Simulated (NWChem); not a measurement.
**AlB2SiH5O (SMILES B[O][Al]1[BH][SiH2]1): levels of theory compared**

Aim: a comparison of 4 runs (HF/STO-3G, HF/3-21G, B3LYP/6-31G*) of AlB2SiH5O. 

The results are computed with NWChem 7.3.0.

## 1. Starting point

AlB2SiH5O has 10 atoms, charge 0, and is taken as a singlet. As SMILES, `B[O][Al]1[BH][SiH2]1`. The shape is that of a PBE0-D4/def2-TZVP optimisation. This is one conformer, not always the lowest.

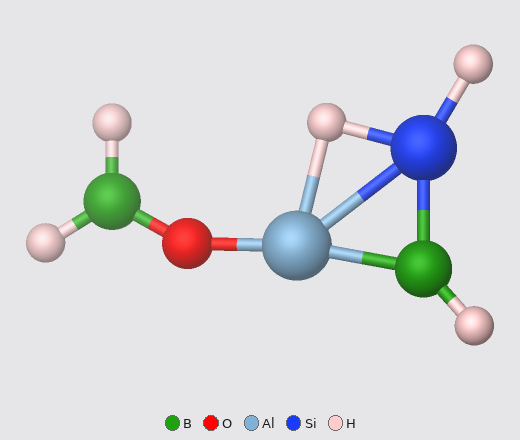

Viewed from a chosen angle; boron green, oxygen red, aluminium light blue, silicon blue, hydrogen pink.

## 2. Energy and forces at HF/STO-3G (run 1)

The input, run.py:

```python
from ase import Atoms
from ase.calculators.nwchem import NWChem

system = Atoms('BOAlBSiHHHHH', positions=[
    [-1.240700, 1.788800, 1.598700],
    [-1.277400, 0.902800, 0.590100],
    [-0.549400, -0.220300, -0.435900],
    [0.022000, -1.573600, -1.780500],
    [1.616100, -1.276700, -0.877900],
    [-2.252300, 2.359600, 1.905500],
    [-0.205000, 1.997900, 2.177400],
    [-0.378000, -2.236000, -2.676800],
    [3.065300, -1.574900, -0.707200],
    [1.282500, -0.219000, 0.209500],
])

calc = NWChem(
    label='alb2h5osi',
    theory='scf',
    memory='2200 mb',
    basis='STO-3G',
    basispar='spherical bse',
    scf={'nopen': '0', 'rhf': None, 'thresh': '1e-08', 'maxiter': '80'},
)
system.calc = calc

forces = system.get_forces()
e = system.get_potential_energy()
print(f"E = {e:.6f} eV")
print("forces (eV/A):")
for s, f in zip(system.symbols, forces):
    print(f"{s:2s} {f[0]:10.5f} {f[1]:10.5f} {f[2]:10.5f}")
print("dipole (e A):", system.get_dipole_moment().round(4))
```

The run is started by

```bash
$ export ASE_NWCHEM_COMMAND="nwchem PREFIX.nwi > PREFIX.nwo"
$ python run.py
```

The log of the run:

```text
E = -17688.868308 eV
forces (eV/A):
B     0.32046   -1.25223   -1.29923
O     0.30838    0.72860    0.92025
Al   -0.09760   -0.52589   -0.64077
B     2.07329    1.55182    2.50461
Si   -1.03271   -0.24374   -0.64334
H     1.01883   -0.45329   -0.17237
H    -1.06135   -0.05158   -0.41117
H     0.29568    0.78084    0.99605
H    -1.67477    0.34730   -0.19504
H    -0.15020   -0.88184   -1.05904
dipole (e A): [-0.0447  0.0793  0.0764]
```

The calculator wrote alb2h5osi.nwi:

```
title "alb2h5osi"

permanent_dir alb2h5osi

scratch_dir alb2h5osi

start alb2h5osi

geometry units angstrom nocenter noautosym noautoz
  B  -1.2406999999999999e+00 1.7887999999999999e+00 1.5987000000000000e+00
  O  -1.2774000000000001e+00 9.0280000000000005e-01 5.9009999999999996e-01
  Al -5.4940000000000000e-01 -2.2030000000000000e-01 -4.3590000000000001e-01
  B  2.1999999999999999e-02 -1.5736000000000001e+00 -1.7805000000000000e+00
  Si 1.6161000000000001e+00 -1.2766999999999999e+00 -8.7790000000000001e-01
  H  -2.2523000000000000e+00 2.3595999999999999e+00 1.9055000000000000e+00
  H  -2.0499999999999999e-01 1.9979000000000000e+00 2.1774000000000000e+00
  H  -3.7800000000000000e-01 -2.2360000000000002e+00 -2.6768000000000001e+00
  H  3.0653000000000001e+00 -1.5749000000000000e+00 -7.0720000000000005e-01
  H  1.2825000000000000e+00 -2.1900000000000000e-01 2.0949999999999999e-01
end

memory 2200 mb

basis spherical bse noprint
   * library STO-3G
end

scf
  nopen 0
  rhf
  thresh 1e-08
  maxiter 80
end

task scf gradient
```

alb2h5osi.nwo:

```text
Northwest Computational Chemistry Package (NWChem) 7.3.0
             --------------------------------------------------------

           Job information
           ---------------

    nwchem branch   = 7.3.0
    use scalapack   = T
    input           = alb2h5osi.nwi
    prefix          = alb2h5osi.
    data base       = alb2h5osi/alb2h5osi.db
    status          = startup
    nproc           =        1

           Memory information
           ------------------

[... 5 lines left out ...]
    hardfail = no
[... 141 lines left out ...]
         Quadratically convergent ROHF
[... 15 lines left out ...]
       Final RHF  results
[... 4 lines left out ...]
      Two-electron energy =    467.964101290182
[... 44 lines left out ...]
                       ROHF Final Molecular Orbital Analysis
[... 226 lines left out ...]
                 ----------------------------------------
                 |  Time  |  1-e(secs)   |  2-e(secs)   |
                 ----------------------------------------
                 |  CPU   |       0.00   |       0.68   |
                 ----------------------------------------
                 |  WALL  |       0.00   |       0.68   |
                 ----------------------------------------

 Task  times  cpu:        3.0s     wall:        3.0s
 Total times  cpu:        3.0s     wall:        3.0s
```

Run time: 4.2 s. Hardware: 1 thread of Intel Xeon 6975P-C (Granite Rapids), shared host; peak memory 0.094 GiB.

## 3. Energy and gradient at HF/3-21G (run 2)

The input, alb2h5osi.nw:

```
start alb2h5osi
memory total 2200 mb

geometry noautosym nocenter noautoz
 B       -1.240700       1.788800       1.598700
 O       -1.277400       0.902800       0.590100
 Al      -0.549400      -0.220300      -0.435900
 B        0.022000      -1.573600      -1.780500
 Si       1.616100      -1.276700      -0.877900
 H       -2.252300       2.359600       1.905500
 H       -0.205000       1.997900       2.177400
 H       -0.378000      -2.236000      -2.676800
 H        3.065300      -1.574900      -0.707200
 H        1.282500      -0.219000       0.209500
end

basis spherical bse
 * library 3-21G
end

scf
 singlet
 rhf
 thresh 1e-08
 maxiter 80
end

task scf gradient
```

The run is started by

```bash
$ nwchem alb2h5osi.nw > alb2h5osi.out
```

The log of the run:

```text
[...]
  functions       =    63
[...]
  wavefunction    = RHF
[...]
         Total SCF energy =   -654.435310011063
      One-electron energy =  -1330.839142917427
      Two-electron energy =    462.611408689348
 Nuclear repulsion energy =    213.792424217015
        Time for solution =      2.8s
[...]
                         RHF ENERGY GRADIENTS
    atom               coordinates                        gradient
                 x          y          z           x          y          z
   1 B      -2.344583   3.380342   3.021105    0.006852  -0.020209  -0.020536
   2 O      -2.413936   1.706045   1.115127   -0.005757   0.014221   0.014164
   3 Al     -1.038215  -0.416307  -0.823732    0.028632  -0.012494  -0.004297
   4 B       0.041574  -2.973673  -3.364657    0.007261   0.007333   0.010947
   5 Si      3.053986  -2.412613  -1.658990   -0.037668   0.014013   0.002701
   6 H      -4.256230   4.458997   3.600873   -0.005886   0.001264  -0.000526
   7 H      -0.387394   3.775484   4.114689    0.004056   0.000206   0.001601
   8 H      -0.714316  -4.225427  -5.058419   -0.002909  -0.002797  -0.004211
   9 H       5.792577  -2.976129  -1.336414    0.004062  -0.000749   0.000579
  10 H       2.423574  -0.413850   0.395898    0.001356  -0.000787  -0.000422
[...]
```

It took 4.8 s on 1 thread of Intel Xeon 6975P-C (Granite Rapids), shared host; peak memory 0.096 GiB.

Run 3 isn't shown in full; the table further down has it.

## 4. Energy and forces at B3LYP/6-31G(d) (Cartesian functions) (run 4)

The input, a.nw:

```
start a
title "AlB2H5OSi gradient"
memory stack 880 mb heap 220 mb global 1100 mb

geometry units angstroms noautosym nocenter noautoz
 B       -1.240700       1.788800       1.598700
 O       -1.277400       0.902800       0.590100
 Al      -0.549400      -0.220300      -0.435900
 B        0.022000      -1.573600      -1.780500
 Si       1.616100      -1.276700      -0.877900
 H       -2.252300       2.359600       1.905500
 H       -0.205000       1.997900       2.177400
 H       -0.378000      -2.236000      -2.676800
 H        3.065300      -1.574900      -0.707200
 H        1.282500      -0.219000       0.209500
end

basis cartesian
 * library 6-31G*
end

dft
 xc b3lyp
 grid fine
 convergence energy 1e-08
 maxiter 100
 mulliken
 print medium
end

task dft gradient
```

The run is started by

```bash
$ nwchem a.nw > a.out
```

The log of the run:

```text
[...]
          Wavefunction type:  closed shell.
          No. of atoms     :    10
          No. of electrons :    50
[...]
          Charge           :     0
          Spin multiplicity:     1
[...]
          AO basis - number of functions:    93
[...]
              XC Information
              --------------
                         B3LYP Method XC Potential
                     Hartree-Fock (Exact) Exchange  0.200
                        Slater Exchange Functional  0.800 local
                    Becke 1988 Exchange Functional  0.720 non-local
              Lee-Yang-Parr Correlation Functional  0.810
                  VWN I RPA Correlation Functional  0.190 local
[...]
 d= 0,ls=0.0,diis     1   -659.7822815001 -8.74D+02  1.63D-02  7.80D-01     2.1
[...]
 d= 0,ls=0.0,diis    11   -659.8737635488 -1.12D-09  4.66D-07  3.75D-10    18.2
         Total DFT energy =     -659.873763548771
      One electron energy =    -1335.943271331058
           Coulomb energy =      520.493631309197
    Exchange-Corr. energy =      -58.216547743925
 Nuclear repulsion energy =      213.792424217015
[...]
  wavefunction    = closed shell
[...]
```

It took 26 s on 1 thread of Intel Xeon 6975P-C (Granite Rapids), shared host; peak memory 0.12 GiB.

## 5. All runs side by side

| run | level | iteration cap | module | energy (Eh) | dipole moment (D) | HOMO energy (eV) | LUMO energy (eV) | wall time |
| --- | --- | --- | --- | --- | --- | --- | --- | --- |
| 1 | HF/STO-3G | 80 | scf | -650.053926 | 0.57 | -3.99 | 7.24 | 4.2 s |
| 2 | HF/3-21G | 80 | scf | -654.435310 | 0.99 | -7.99 | 1.49 | 4.8 s |
| 3 | B3LYP/6-31G* (spherical functions) | 100 | dft | -659.868392 | 0.84 | -6.10 | -1.40 | 42 s |
| 4 | B3LYP/6-31G* (Cartesian functions) | 100 | dft | -659.873764 | 0.84 | -6.10 | -1.40 | 26 s |

## 6. Outcome

```
                       quantity          value
            run 4: total energy  -659.87376 Eh
           run 4: dipole moment         0.84 D
             run 4: HOMO energy       -6.10 eV
             run 4: LUMO energy       -1.40 eV
           run 4: HOMO–LUMO gap        4.70 eV
run 4: largest force on an atom     0.482 eV/Å
```

The dipole moment (its size) runs from 0.57 D (HF/STO-3G) to 0.99 D (HF/3-21G). The HOMO–LUMO gap runs from 4.70 eV (B3LYP/6-31G*) to 11.23 eV (HF/STO-3G). The two ends differ in method and basis. In run 1 the basis is minimal, so the values are rough. All runs together took 77 s, the longest 42 s.
